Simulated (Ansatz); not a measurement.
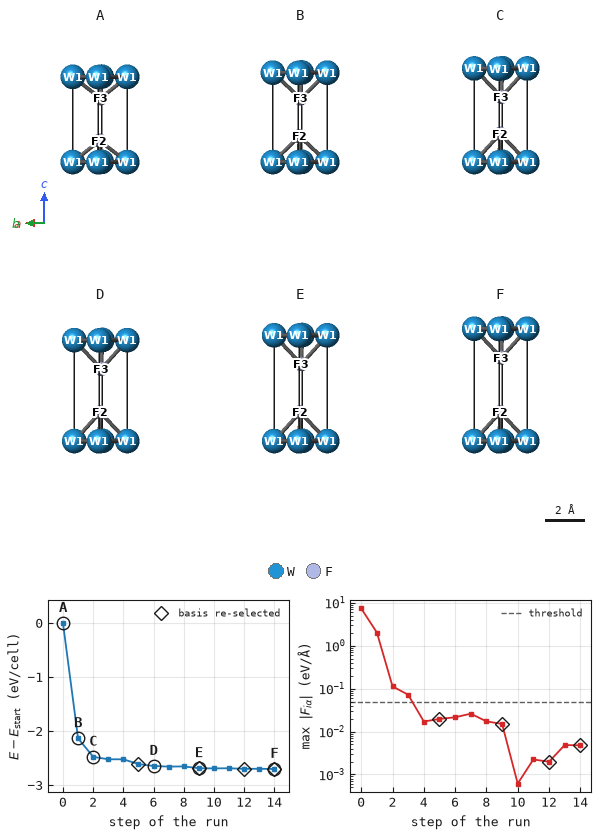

Frames of a relaxation of solid WF₂ (built on the cadmium iodide (1T) type) (coarse preliminary run), marked on the history of the run. A ball-and-stick model of the cell of the calculation, seen from a free direction.

All numbers below come from DFT PBEsol, scalar-relativistic, plane waves, PAW (Ansatz). Set-up: plane-wave cutoff 420 eV; k-point mesh 12 × 12 × 4; occupations gaussian; smearing width 0.1 eV; no spin polarisation; cell and atoms relaxed; force threshold 0.05 eV/Å; at most 80 steps.

Question: What happens along the run?

Answer: The largest moves relative to the cell, 0.036 Å, are those of F2 and F3. F2 goes along +c. W stays in place. The volume changes by +24.8 %, with a = b 2.831 → 2.755 Å (−2.7 %), c 4.429 → 5.836 Å (+31.8 %). Some distances before and after: W1–F2 1.980 → 2.192 Å, W1–W1 2.831 → 2.755 Å. Bond angles that change, for instance: W1–F2–W1 91.3° → 77.9°. The space group stays P-3m1 (No. 164). The energy falls by 2.700 eV per cell of the calculation in 10 accepted moves (14 points after the start). Largest force component: 7.3 eV/Å at the start, 0.0048 eV/Å at the end. The pressure goes from 62.20 to 0.12 GPa. At 4 points the geometry stayed and the basis and grid were re-selected for the new cell (energy shift of 88.1 meV per cell of the calculation at most each time). Cost: 95 s on 1 thread of Intel(R) Xeon(R) Processor @ 2.50GHz (Skylake/Cascade Lake), on a shared host, peak memory 0.38 GiB. From step 0 to 1: F atoms move most (0.17 Å), volume +4.5 %, energy −2.132 eV per cell of the calculation. From step 1 to 2: F atoms move most (0.07 Å), volume −0.6 %, energy −0.343 eV per cell of the calculation. From step 2 to 6: F atoms move most (0.09 Å), volume +7.8 %, energy −0.170 eV per cell of the calculation. From step 6 to 9: F atoms move most (0.07 Å), volume +5.1 %, energy −40.9 meV per cell of the calculation. From step 9 to 14: F atoms move most (0.09 Å), volume +6.0 %, energy −14.0 meV per cell of the calculation.
